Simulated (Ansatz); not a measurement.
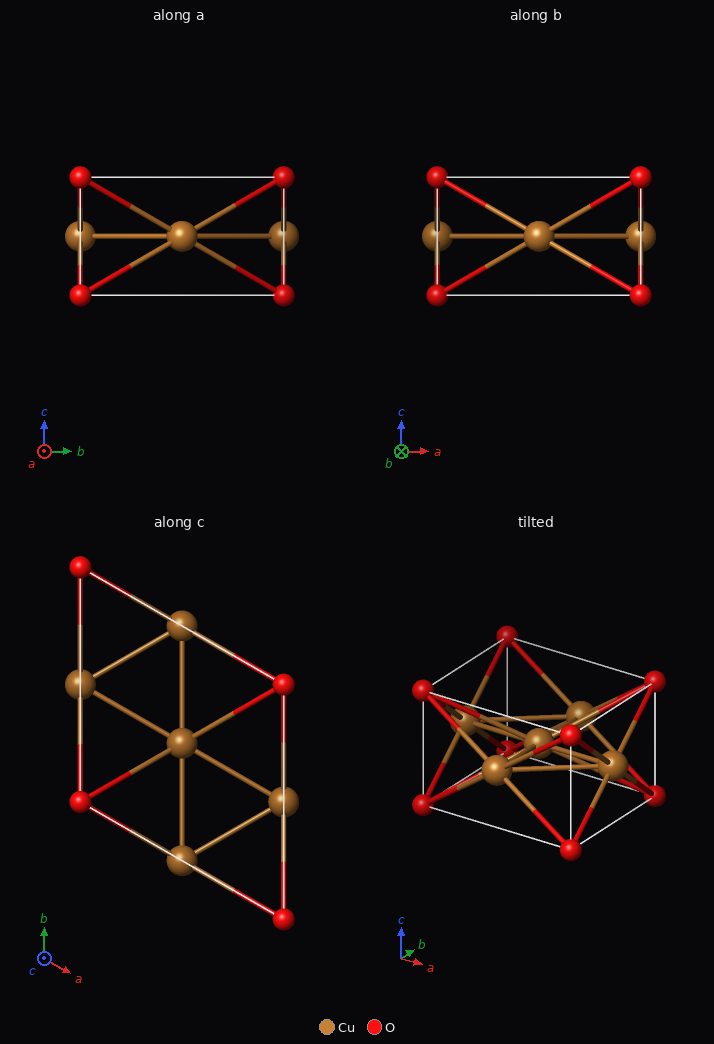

Ball-and-stick drawing of the structure, looking along the a axis, along the b axis, along the c axis and slightly off an axis. Thin lines show the conventional unit cell, with boundary atoms drawn in all their periodic places.

Lattice parameters: a = 4.7802 Å, b = 4.7802 Å, c = 2.4045 Å, α = 90.000°, β = 90.000°, γ = 120.000°.

Q: Record the structure as a CIF in P1 with every atom of the cell.

A:
```cif
data_structure
_symmetry_space_group_name_H-M 'P 1'
_symmetry_Int_Tables_number 1
_cell_length_a 4.7802
_cell_length_b 4.7802
_cell_length_c 2.4045
_cell_angle_alpha 90.000
_cell_angle_beta 90.000
_cell_angle_gamma 120.000
_cell_volume 47.58
loop_
_atom_site_label
_atom_site_type_symbol
_atom_site_fract_x
_atom_site_fract_y
_atom_site_fract_z
_atom_site_occupancy
Cu1 Cu 0.5000 0.0000 0.5000 1
Cu2 Cu 0.0000 0.5000 0.5000 1
Cu3 Cu 0.5000 0.5000 0.5000 1
O1 O 0.0000 0.0000 0.0000 1
```

Source of the structure: a random cell made by a generator, so it need not be a real form of the compound. What is shown is the relaxed result from DFT PBE, scalar-relativistic, plane waves, PAW in Ansatz 0.2.0.
